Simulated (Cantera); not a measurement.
A closed system holds: 1 mol SiCl4, 1.8 mol Cl2, 7.1 mol H2, at 0.280 bar.

Cantera equilibrium calculation (NASA polynomials, part measured and part estimated; ideal gas, pure solids and liquids). Candidate condensed phases: Si; 19 gas species. The tables' values for SiCl3 are old estimates; treat these amounts as uncertain. Kinetics and transport are ignored.

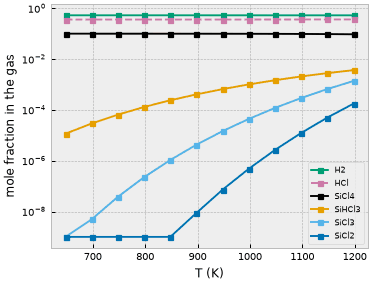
Figure. Equilibrium gas composition (values under 1e-9 drawn at 1e-9)

### Question
Read off the mole fractions at 748 K.

### Answer
H2 about 0.54, HCl about 0.36, SiCl4 about 0.10, SiHCl3 about 6.5e-5, SiCl3 about 3.8e-8.
